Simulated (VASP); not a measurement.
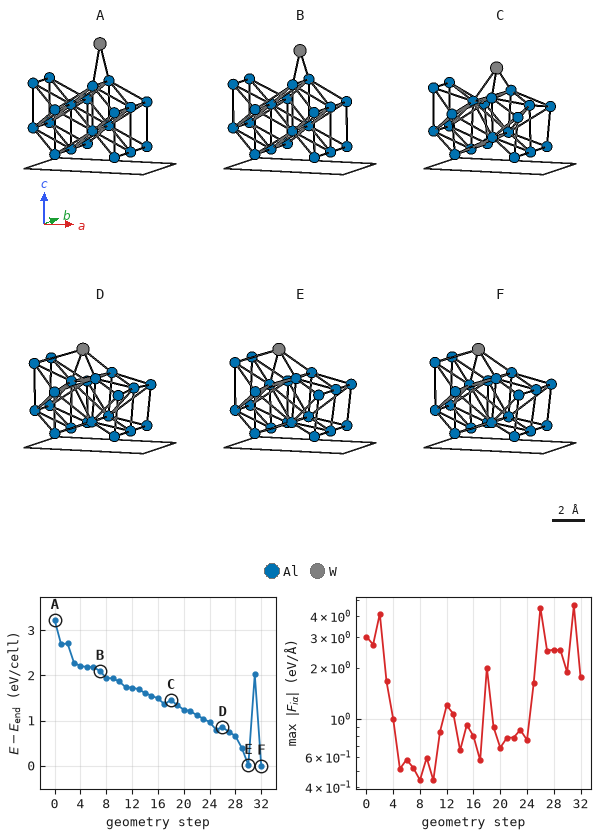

Frames of a relaxation of a slab of composition Al16W, marked on the history of the run. A ball-and-stick model of the cell of the calculation, outlined in the plane, without the vacuum (origin shifted), seen slightly off an axis.

The run lets the atoms move in a fixed cell. 4 atoms are held fixed.

Computed with Kohn-Sham DFT of a periodic cell, PBE, VASP PAW PBE potentials, recommended (VASP 6.6.1).

The input:
```
SYSTEM = Al16W
PREC = Accurate
ENCUT = 520
EDIFF = 1E-6
ISMEAR = 0
SIGMA = 0.15
LREAL = Auto
LASPH = .TRUE.
NELM = 100
ALGO = Fast
ISIF = 2
LWAVE = .FALSE.
LCHARG = .FALSE.
GGA = PE
IBRION = 2
NSW = 80
EDIFFG = -0.03
```

Command:
```bash
cat potpaw_PBE.64/Al/POTCAR potpaw_PBE.64/W_sv/POTCAR > POTCAR
mpirun -np 1 vasp_std > vasp.out
```

Describe the path.

The run was cut off at its time limit before the relaxation converged, so the last structure is only a point on the way. The energy falls by 3.227 eV per cell of the calculation in 32 geometry steps. The largest force component goes from 3 to 1.8 eV/Å. The atom that moves furthest is the W atom (2.33 Å at 40° to the normal (−c side)). Largest moves by element: W 2.33 Å, Al 0.89 Å. The lattice vectors keep their values. Among the contacts that change: Al–W 4.950 → 2.870 Å, Al–W 4.434 → 2.361 Å, Al–W 4.943 → 2.915 Å, Al–Al 2.864 → 3.505 Å. New bonds form, among them: Al–W (4.43 → 2.36 Å), Al–W (4.94 → 2.92 Å), Al–W (4.95 → 2.87 Å). Among the angles between lasting bonds that change: Al–Al–Al 90.0° → 78.3°, Al–Al–Al 90.0° → 78.8°, Al–Al–Al 120.0° → 110.8°. From step 0 to 7: the W atom moves most (0.44 Å), energy −1.127 eV per cell of the calculation. From step 7 to 18: the W atom moves most (1.16 Å), energy −0.647 eV per cell of the calculation. From step 18 to 26: the W atom moves most (0.94 Å), energy −0.601 eV per cell of the calculation. From step 26 to 30: the W atom moves most (0.28 Å), energy −0.838 eV per cell of the calculation. From step 30 to 32: the W atom moves most (0.03 Å), energy −14.8 meV per cell of the calculation.

Limits of the set-up: the k-point mesh is coarse for a cell with partly filled bands.
